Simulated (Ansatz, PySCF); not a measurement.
Dissociation curve of H3B, SMILES B. The B1–H4 bond (B1 also carries H, H; H4 carries nothing else) is stretched with both fragments frozen at the PBE0/def2-TZVP optimised geometry.

```
4

B      0.0000     0.0000     0.0000
H      0.0000     1.0336    -0.5965
H     -0.0002    -1.0334    -0.5968
H      0.0000     0.0000     1.1934
```

- UCCSD(T) = Ansatz (a program for electronic structure) with CCSD(T) on UHF/cc-pVDZ, frozen core
- RKS-PBE0 = Ansatz with restricted PBE0/cc-pVDZ
- RCCSDT = CCSDT on RHF/cc-pVDZ, frozen core run with Ansatz
- UMP2/3-21G = unrestricted MP2 (frozen core)/3-21G (PySCF)
- RCCSDT(Q) = CCSDT(Q) on RHF/cc-pVDZ, frozen core in Ansatz

Energies are in mEh, each relative to the lowest point of its own curve near equilibrium.

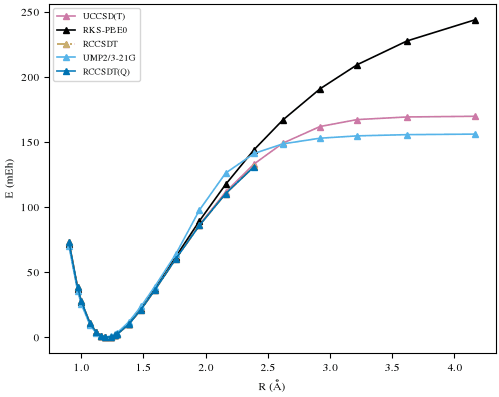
*Energy against bond length for each method.*

```
R / Å  UCCSD(T)  RKS-PBE0  RCCSDT  UMP2/3-21G  RCCSDT(Q)
-----  --------  --------  ------  ----------  ---------
0.90       73.4      71.7    73.4        70.2       73.4
0.97       38.1      37.2    38.2        35.7       38.2
1.00       27.5      26.7    27.5        25.4       27.5
1.07       10.6      10.2    10.6         9.2       10.6
1.12        3.9       3.7     3.9         3.1        3.9
1.16        1.0       0.9     1.0         0.6        1.0
1.19        0.0       0.0     0.0         0.0        0.0
1.24        0.3       0.4     0.2         0.8        0.2
1.27        1.3       1.5     1.3         2.2        1.3
1.29        2.4       2.6     2.4         3.4        2.4
1.38        9.7      10.0     9.7        11.5        9.7
1.48       21.3      21.7    21.2        23.5       21.2
1.59       36.1      36.8    36.0        38.8       36.0
1.76       60.4      61.8    60.2        63.7       60.2
1.95       86.3      89.3    85.8        97.6       85.8
2.16      111.4     117.2   110.2       125.9      110.1
2.39      133.0     144.0   131.1       141.1      131.0
2.62      148.9     166.7       —       148.4          —
2.92      161.8     190.7       —       152.8          —
3.22      167.1     209.3       —       154.6          —
3.62      169.1     227.5       —       155.5          —
4.17      169.6     243.8       —       155.9          —
```

At the longest distance, 4.17 Å, RKS-PBE0 lies highest above its minimum (243.8 mEh) and UMP2/3-21G lowest (155.9 mEh).

A dash means that the run gave no value there, or that the column was ended at a point which the program doubted or which failed a test of continuity chosen for this set; such a test can also cut sound points.

The unrestricted determinant behind UCCSD(T), UMP2/3-21G is spin-contaminated at 1.95 to 4.17 Å (<S²> up to 1.0, against 0.00 for a pure singlet). The restricted form behind RKS-PBE0 keeps the bonding electrons paired and can't separate into open-shell fragments. The T1 diagnostic of CCSD on the restricted reference of RCCSDT, RCCSDT(Q) exceeds 0.045 at 2.62 to 4.17 Å.
